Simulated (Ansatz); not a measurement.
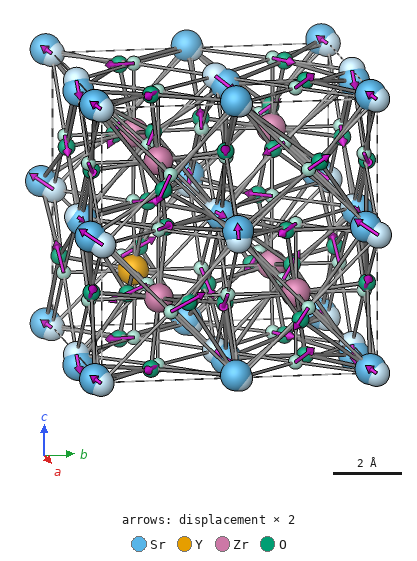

A relaxation of a defect cell of composition Sr8YZr6O24. The starting structure is drawn faded, the final one solid; purple arrows show the displacements, magnified 2 times.

The picture is a ball-and-stick view of the cell of the calculation, seen slightly off an axis.

All numbers below come from Ansatz 0.2.0, DFT, PBEsol, PAW, plane waves. Settings: plane-wave cutoff 420 eV; k-point mesh 1 × 1 × 1; mesh shifted by (0.25, 0.25, 0.25); collinear spin; atoms relaxed in a fixed cell; force threshold 0.03 eV/Å; at most 80 steps.

Question: Which element moves most?

Answer: Oxygen: up to 0.65 Å, against 0.45 Å for strontium.

Question: Describe the change and its energy.

Answer: An O atom moves most: 0.65 Å roughly along [0 −3 −1]. Largest moves by element: O 0.65 Å, Sr 0.45 Å, Y 0.06 Å, Zr 0.05 Å. The cell stays as it was. Among the contacts that change: O–Sr 2.870 → 3.848 Å, O–Sr 2.923 → 3.839 Å, O–Sr 2.893 → 3.777 Å, O–Sr 2.979 → 3.750 Å. Bonds break: O–Sr (2.87 → 3.85 Å), O–Sr (2.89 → 3.78 Å), O–Sr (2.92 → 3.84 Å). Among the angles between lasting bonds that change: Y–O–Zr 179.1° → 146.3°, Y–O–Zr 179.3° → 147.2°, Y–O–Zr 179.5° → 148.8°. Over 16 accepted moves (17 points after the start) the energy falls by 4.258 eV per cell of the calculation. Largest force component: 4.7 eV/Å at the start, 0.01 eV/Å at the end. The line search rejected the trial step at point 16 of the run. Cost: 2.4 min on 8 threads of Intel(R) Xeon(R) Platinum 8259CL CPU @ 2.50GHz, peak memory 1.7 GiB.

Limits of the set-up: the periodic images lie only 8.3 Å apart, so the values are limited by the cell's size.
